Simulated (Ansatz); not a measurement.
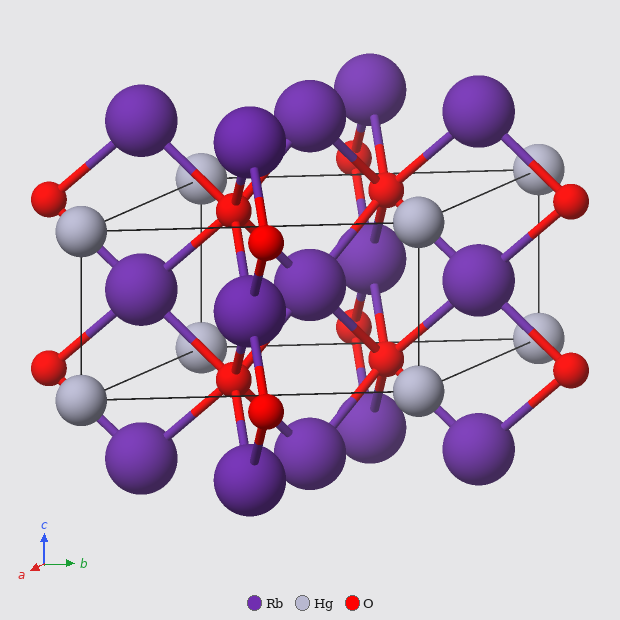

Rb₃HgO₂ (space group P6/mmm, No. 191): the input geometry of an electronic-structure calculation (not necessarily at equilibrium); the starting structure was generated, so it need not be a known form of this composition.

Bonds are taken as O–Rb below 3.2 Å. Atoms with one bond or none are removed and atoms with two bonds are replaced by edges, until no such atom is left.

> What kind of net remains, and which atoms are its nodes?

A binodal (4,6)-connected, three-periodic net: Rb is a 4-connected node; O is a 6-connected node, in the ratio 3:2. Hg drops out.

> Is the net interpenetrated?

It is a single net, without interpenetration.

> Give the first six terms of the coordination sequence (nodes one, two, three … edges away).

Rb: 4, 14, 20, 50, 60, 124; O: 6, 11, 30, 38, 90, 83.
